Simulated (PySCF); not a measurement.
```json
{"atom": "C", "x (Å)": "3.2220", "y (Å)": "0.2303", "z (Å)": "-0.6310"}
{"atom": "C", "x (Å)": "2.0089", "y (Å)": "0.2186", "z (Å)": "-0.7365"}
{"atom": "C", "x (Å)": "0.6539", "y (Å)": "0.2083", "z (Å)": "-0.8271"}
{"atom": "C", "x (Å)": "-0.2250", "y (Å)": "-0.0036", "z (Å)": "0.3592"}
{"atom": "C", "x (Å)": "-1.2542", "y (Å)": "1.1247", "z (Å)": "0.4951"}
{"atom": "C", "x (Å)": "-0.9529", "y (Å)": "-1.3505", "z (Å)": "0.2224"}
{"atom": "F", "x (Å)": "-1.6891", "y (Å)": "-1.6160", "z (Å)": "1.3300"}
{"atom": "F", "x (Å)": "-1.8238", "y (Å)": "-1.3382", "z (Å)": "-0.8143"}
{"atom": "H", "x (Å)": "4.2678", "y (Å)": "0.2452", "z (Å)": "-0.5576"}
{"atom": "H", "x (Å)": "0.1813", "y (Å)": "0.3564", "z (Å)": "-1.7854"}
{"atom": "H", "x (Å)": "0.3813", "y (Å)": "-0.0699", "z (Å)": "1.2686"}
{"atom": "H", "x (Å)": "-0.7438", "y (Å)": "2.0777", "z (Å)": "0.6060"}
{"atom": "H", "x (Å)": "-1.8811", "y (Å)": "0.9563", "z (Å)": "1.3677"}
{"atom": "H", "x (Å)": "-1.8869", "y (Å)": "1.1640", "z (Å)": "-0.3889"}
{"atom": "H", "x (Å)": "-0.2628", "y (Å)": "-2.1952", "z (Å)": "0.0700"}
```

Geometry: GFN2-xTB.

Method: PySCF, UKS B3LYP, pcH-1 on C F H, non-relativistic, mean-field spin-orbit, GIAO.

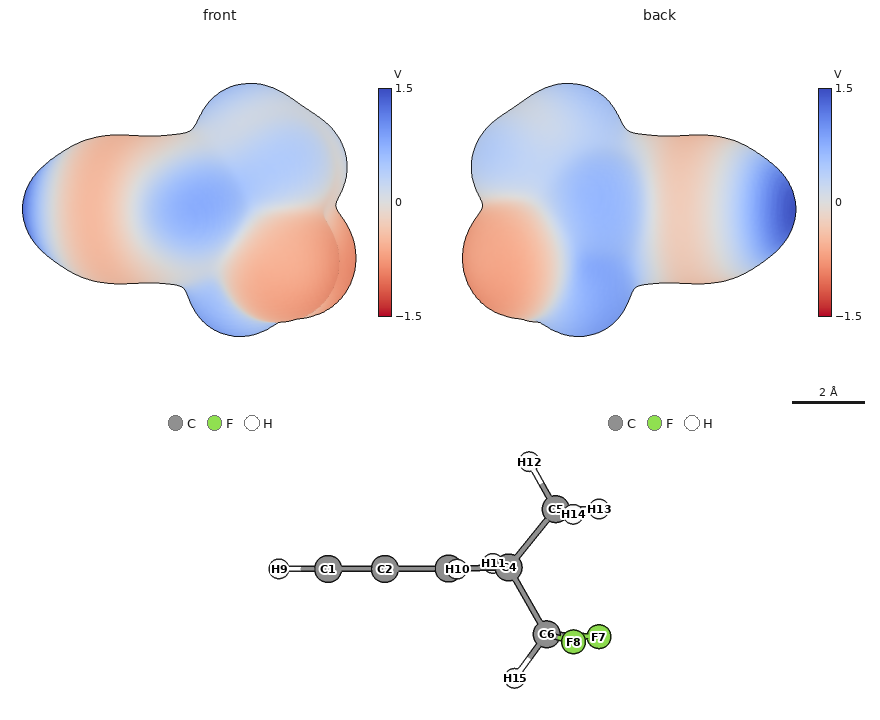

C₆H₇F₂ (doublet). The electrostatic potential painted on the density surface at 0.001 e/bohr³, seen from the front and from behind; red is negative and blue positive. The bare structure is drawn below in the same view.

### Where is the surface potential most negative and most positive?

The most negative region (about −0.8 V) lies over F7 and F8, the most positive (about +1.4 V) over H9.
